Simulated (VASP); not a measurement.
Band structure of Nb (bcc). Level of theory: LDA (Ceperley-Alder, Perdew-Zunger), VASP's LDA PAW potentials (set 64) (plane waves; VASP).

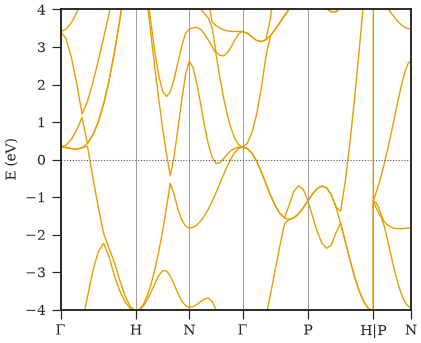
Figure: Bands along high-symmetry lines, zero at the valence-band maximum or, without a gap, the Fermi level

Task: Read the plot: is there a gap, and where are the band edges?

Result: It has no gap at this level: it comes out as a metal or semimetal. (Edges off the drawn lines would not show.)

The compound is Nb in the bcc structure. It was relaxed first.
